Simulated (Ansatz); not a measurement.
# A hypothetical structure for Y2Ti, part 2 of 2

Starting from a made-up structure for Y2Ti, the aim is the relaxed cell, its shortest contacts and, where a second run follows, its electronic structure.

Ansatz 0.2.0; DFT, PBEsol, plane-wave PAW, files of the set soft_1, scalar-relativistic, no spin, cell and ions relaxed at zero pressure; PAW set soft_1 (the session's first sound run).

So far: Set-up; Relaxing cell and atoms. The relaxed cell has a = 5.144, c = 6.703 Å (conventional setting).

### 3. Electronic structure of the relaxed cell

A second self-consistent run takes a narrower smearing and the mesh shown in its input; the bands follow along the standard path of the relaxed lattice.

This step: DFT, PBEsol, plane-wave PAW, files of the set soft_1, scalar-relativistic, no spin, bands and density of states at the relaxed cell; PAW set soft_1 (Ansatz 0.2.0).

Input file input.yaml:

```yaml
crystal:
  lattice:
    - [5.1435043651, 0.0, 0.0]
    - [-2.5717521826, 4.4544054447, 0.0]
    - [0.0, 0.0, 6.7030137003]
  atoms:
    - { symbol: "Y", position: [0.6666666667, 0.3333333333, 0.25] }
    - { symbol: "Y", position: [0.3333333333, 0.6666666667, 0.75] }
    - { symbol: "Y", position: [0.0, 0.0, 0.5] }
    - { symbol: "Y", position: [0.0, 0.0, 0.0] }
    - { symbol: Ti, position: [0.6666666667, 0.3333333333, 0.75] }
    - { symbol: Ti, position: [0.3333333333, 0.6666666667, 0.25] }
kpoints:
  mp_grid: { grid: [8, 8, 6] }
  band_path:
    path:
      - [[0.0, 0.0, 0.0], [0.5, 0.0, 0.0], [0.33333333, 0.33333333, 0.0], [0.0, 0.0, 0.0], [0.0, 0.0, 0.5], [0.5, 0.0, 0.5], [0.33333333, 0.33333333, 0.5], [0.0, 0.0, 0.5]]
      - [[0.5, 0.0, 0.5], [0.5, 0.0, 0.0]]
      - [[0.33333333, 0.33333333, 0.0], [0.33333333, 0.33333333, 0.5]]
    npoints: 8
scf:
  occupations: { method: fermi_dirac, width: 0.03 }
  n_extra_bands: 10
hamiltonian:
  xc: pbesol
  pseudopotentials: { kind: paw, azcp: { folder: soft_1 }, xc_functional: pbe }
output:
  forces: true
  stress: true
  write_bands: true
  dos: { projected: true }
  write_density: true
  write_potential: true
  elf: true
  volumetric_format: npy
```

Run with:

```
$ ansatz run input.yaml --threads 4 --pin off --max-ram 10240MiB --backend cpu --events-out ev --progress --plain --runs-dir out
```

Numbers of over 12 decimals in the logs are rounded to 6 here.

The program printed:

```text
[...]
Crystal: 6 atoms, lattice volume = 153.574 Å³
Basis set: ecut = 420 eV, 3005 PW (Γ), exchange–correlation on 72×72×90 points (8 copies of the dense FFT grid, shifted against one another)
Bands: 44, of which v1, the nominal top of the filled ones, is band 34 counted from 1 (33 counted from 0)
Symmetry: 24 space group operations
[...]
k-points: 40 of 384
[...]
SCF iter   1: F=—  HF=-20128.245611 eV  |F-HF|=—  |Δ(HF+E_count)|=         —  Δρ=6.47e-2  dr2=1.10e1  ethr=3.10e-3  ⟨swp⟩=6.1  Hψ=6274  notcnv=0
[...]
SCF iter  10: F=-20126.757726 eV  HF=-20126.757726 eV  |F-HF|=3.40e-9  |Δ(HF+E_count)|=   2.13e-8  Δρ=1.12e-6  dr2=3.70e-9  ethr=1.47e-10  ⟨swp⟩=7.5  Hψ=9198  notcnv=0
SCF 1 converged in 10 iterations: F = -20126.757726 eV  dr2 = 3.70e-9
[...]
NSCF: frozen V_eff on 75 k-points
SCF converged after 10 iterations
Free energy (F): -20126.757726 eV
[...]
Internal energy: -20126.717779 eV  (E = F + TS)
E sigma→0 (E₀):  -20126.737753 eV
Entropy (-TS):   -0.039947 eV (-6.658 meV/atom)
Fermi energy:    10.827810 eV
[...]
--- Stress (GPa, compression-positive) ---
       -0.111375       0.000000      -0.000000
        0.000000      -0.111375       0.000000
       -0.000000       0.000000       0.188124
  P = ⅓ Tr σ = -0.0115 GPa (-0.115 kbar)
--- Band table (eV; the first three rows and the last of 40) ---
  k-point 0: bands = [... 30 lower, 9.8132, 9.8132, 10.9250, 10.9250, 10.9635, 10.9635, 11.2199, 11.8963, ... 6 higher]
  k-point 1: bands = [... 30 lower, 9.8753, 9.9651, 10.8137, 10.8137, 10.8911, 10.8911, 11.3598, 11.9435, ... 6 higher]
  k-point 2: bands = [... 30 lower, 10.0285, 10.2534, 10.5637, 10.5637, 10.6978, 10.6978, 11.7798, 12.0453, ... 6 higher]
  k-point 39: bands = [... 30 lower, 10.3529, 10.3529, 10.9956, 10.9956, 11.1283, 11.1283, 11.2868, 11.2868, ... 6 higher]
```

Run time: 7.5 s. Hardware: 4 threads of Arm Neoverse V2, shared host; peak memory 0.68 GiB.

This step gave:

```yaml
free_energy: -20126.7577 eV
energy_at_zero_smearing: -20126.7378 eV
smearing_term_ts: 0.03995 eV
fermi_energy: 10.83 eV
pressure: -0.01154 GPa
```

bands.tsv at the labelled points (eV, zero at the Fermi level; the bands that come nearest the Fermi level along the path):

| point | band 30 | band 31 | band 32 | band 33 | band 34 | band 35 | band 36 | band 37 |
| --- | --- | --- | --- | --- | --- | --- | --- | --- |
| Γ | -1.22 | -1.01 | -1.01 | 0.10 | 0.10 | 0.14 | 0.14 | 0.39 |
| M | -0.81 | -0.48 | -0.16 | -0.08 | 0.09 | 0.18 | 0.32 | 0.81 |
| K | -0.94 | -0.37 | -0.37 | -0.37 | 0.30 | 0.30 | 0.35 | 0.66 |
| Γ | -1.22 | -1.01 | -1.01 | 0.10 | 0.10 | 0.14 | 0.14 | 0.39 |
| A | -0.79 | -0.63 | -0.63 | -0.34 | -0.34 | -0.34 | -0.34 | 1.32 |
| L | -1.09 | -0.25 | -0.25 | 0.04 | 0.04 | 0.08 | 0.08 | 0.65 |
| H | -1.53 | -0.52 | -0.52 | 0.21 | 0.21 | 0.30 | 0.30 | 0.48 |
| A | -0.79 | -0.63 | -0.63 | -0.34 | -0.34 | -0.34 | -0.34 | 1.32 |
| L | -1.09 | -0.25 | -0.25 | 0.04 | 0.04 | 0.08 | 0.08 | 0.65 |
| M | -0.81 | -0.48 | -0.16 | -0.08 | 0.09 | 0.18 | 0.32 | 0.81 |
| K | -0.94 | -0.37 | -0.37 | -0.37 | 0.30 | 0.30 | 0.35 | 0.66 |
| H | -1.53 | -0.52 | -0.52 | 0.21 | 0.21 | 0.30 | 0.30 | 0.48 |

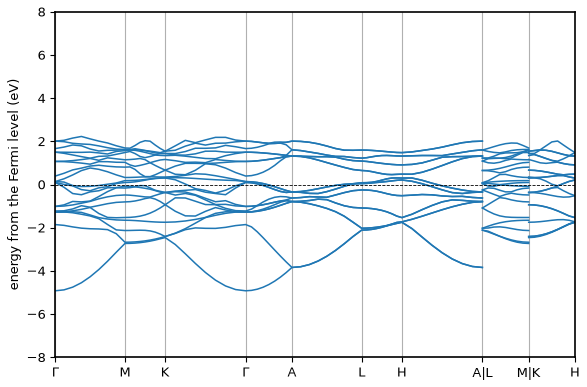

Bands along the path. 24 bands lie wholly below the window drawn.

Counts of states for the cell as run, both spins, by energy window (eV from the Fermi level):

```
from  to  total
  -8  -7   0.00
  -7  -6   0.00
  -6  -5   0.00
  -5  -4   0.37
  -4  -3   1.03
  -3  -2   2.80
  -2  -1   5.60
  -1   0  10.10
   0   1   7.84
```

Below -8 eV lie 48.0 more states.

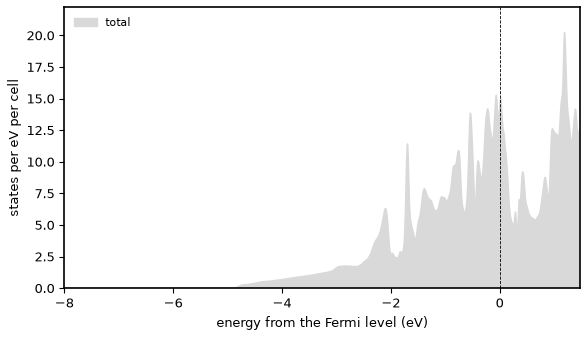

Total density of states, smoothed over about 0.04 eV.

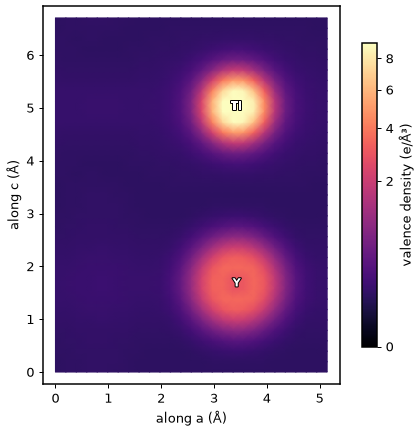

Valence density in the ac plane at fractional y = 0.333, with atoms of Y and Ti within 0.2 Å of it. It is the smooth field of the valence electrons, not physical close to the nuclei. The colour scale is stretched toward low values.

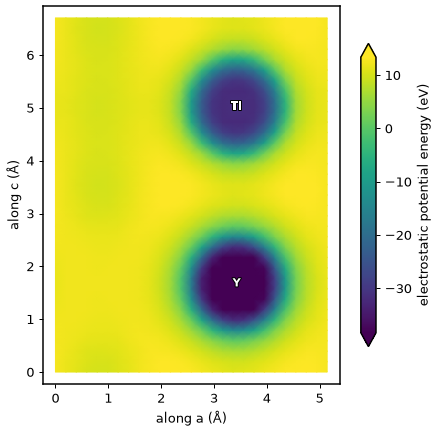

Electrostatic potential energy in the ac plane at fractional y = 0.333, with atoms of Y and Ti within 0.2 Å of it. With pseudopotentials it is smooth inside the atoms' cores, unlike the true potential.

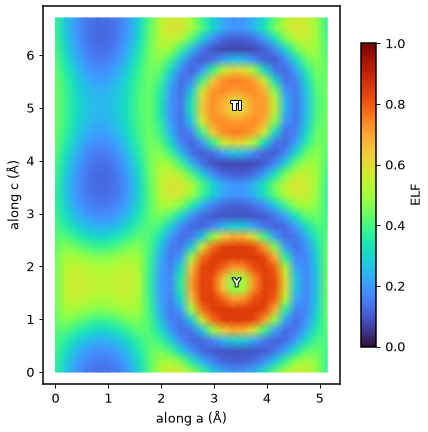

ELF in the ac plane at fractional y = 0.333, with atoms of Y and Ti within 0.2 Å of it. It is the smooth field of the valence electrons, not physical close to the nuclei.

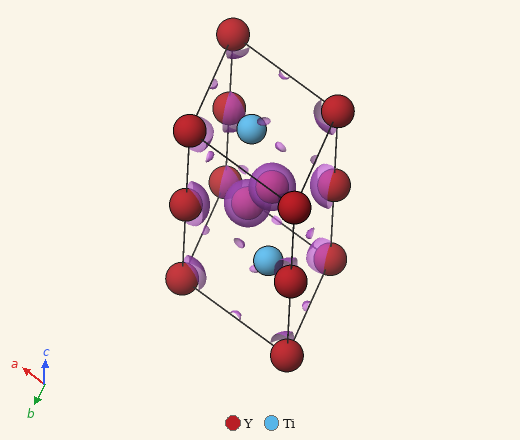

Surface of ELF = 0.78.

### 4. Outcome

```json
{"space group, relaxed": "P6_3/mmc", "conventional cell": "a = 5.144, b = 5.144, c = 6.703 Å; α = 90.0°, β = 90.0°, γ = 120.0°", "volume per atom": "25.60 Å³ (guess 23.99)"}
```

Y2Ti relaxes to P6_3/mmc with a = 5.144, b = 5.144 and c = 6.703 Å. The guessed volume was 6 % too small. The space group P6_3/mmc was held in the relaxation, so the end point is a stationary structure within it and may be a saddle against distortions or other arrangements. Bands cross the Fermi level, so it is a metal or semimetal at this level. On the 8×8×6 mesh with the narrower smearing (relaxed on 6×6×4) the forces vanish, as symmetry may demand, and the largest stress component is 0.188 GPa, against the relaxation's thresholds of 0.015 eV/Å and 0.05 GPa. The cutoff wasn't tested. No dispersion term is used, so weakly bound directions may come out too long. The runs have no spin, and magnetism wasn't tested. Nothing here tests whether the compound is stable against decomposition.

[Logs are printed without paths, hosts, clocks, repeated set-up lines and the standing remarks that a program may print on its own settings, such as how far it seeks lower states.]

[Hosts, paths, dates, database ids (printed as entryN), source tags and the programs' standing remarks are cut or masked in the printed files.]
